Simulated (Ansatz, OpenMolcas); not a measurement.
## A ladder of methods for C2F3 (SMILES F[C]=C(F)F)

The species is C2F3 (5 atoms), meant as a doublet with charge 0. As SMILES, `F[C]=C(F)F`. Geometry: relaxed at PBE0-D4/def2-TZVP.

Each level gives the vertical ionisation energy (to the singlet cation) (eV). The values are calculated.

| level | kind | program | value (eV) | CPU time (all runs) |
| --- | --- | --- | --- | --- |
| UHF/aug-cc-pVDZ | Hartree–Fock | OpenMolcas | 12.08 | 47 s |
| UPBE/aug-cc-pVDZ | GGA | OpenMolcas | 11.38 | 2.5 min |
| U-r2SCAN/aug-cc-pVDZ | meta-GGA | Ansatz | 11.76 | 100 s |
| UTPSS/aug-cc-pVDZ | meta-GGA | OpenMolcas | 11.46 | 3.5 min |
| UPBE0/aug-cc-pVDZ | global hybrid | Ansatz | 11.84 | 75 s |
| UCAM-B3LYP/aug-cc-pVDZ | range-separated hybrid | Ansatz | 11.93 | 1.8 min |
| UHSE06/aug-cc-pVDZ | range-separated hybrid | Ansatz | 11.83 | 82 s |
| UPBE-QIDH/aug-cc-pVDZ | double hybrid | Ansatz | 11.98 | 84 s |

The values span 11.38 to 12.08 eV. Spin contamination of the reference (⟨S²⟩ at least 0.1 too high) touches UHF/aug-cc-pVDZ. CPU times are rough (shared hosts, several kinds of processor and program).

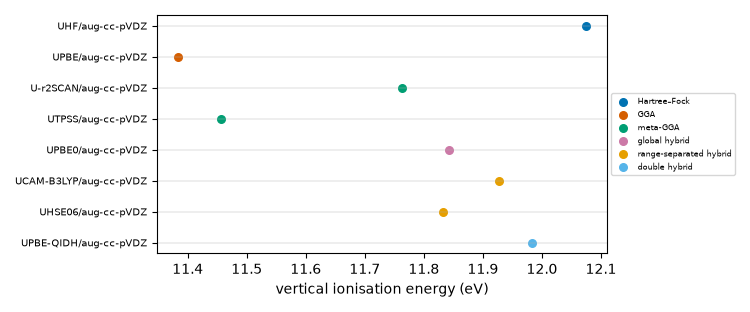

The values of the table, level by level.
